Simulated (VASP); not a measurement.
Band structure of Er (hcp). Calculation: revPBE GGA, VASP's PBE PAW potentials (set 64) (plane waves; VASP 6.6.1).

The 4f electrons are frozen in the core of the lanthanide potential, so 4f levels, which can set the real gap, and their magnetism are missing.

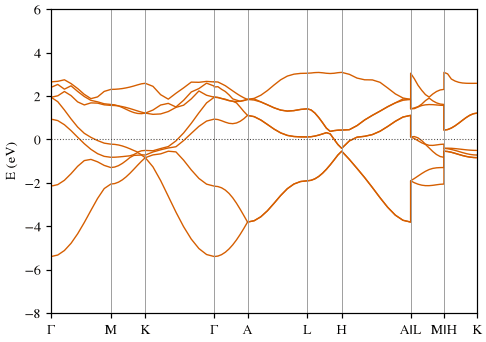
Figure. Bands along high-symmetry lines, zero at the valence-band maximum or, without a gap, the Fermi level

### Question
Read the plot: is there a gap, and where are the band edges?

### Answer
It has no gap at this level: it comes out as a metal or semimetal. (Edges off the drawn lines would not show.)

The compound is Er in the hcp structure. It was relaxed first.
